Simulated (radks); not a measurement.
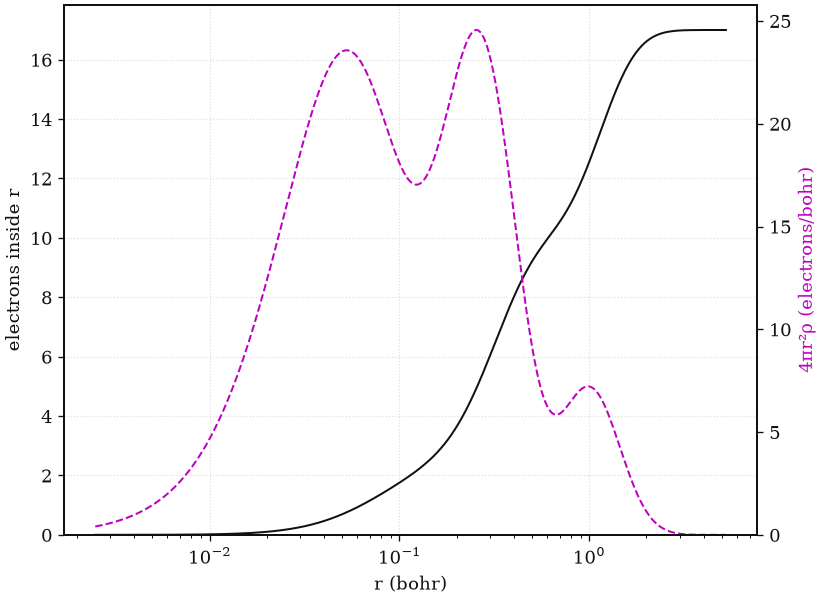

System: the calcium ion Ca³⁺, configuration [Ne] 3s2 3p5 (3p1/2: 2, 3p3/2: 3). Theory: Dirac Kohn-Sham, PBE, spin-unpolarised, spherical densities, finite nucleus (computed with the in-house radial solver radks).

The plot shows the number of electrons inside radius r (solid) and the radial density 4πr²ρ (dashed).

Q: Read the plot.

Answer: The count levels off at 17 electrons. Half of them lie within 0.435 bohr, 90 % within 1.46 bohr and 99 % within 2.27 bohr. The radial density has minima at 0.123 and 0.671 bohr, where the count stands at 2.2 and 10.4; these part the shells that the density resolves.
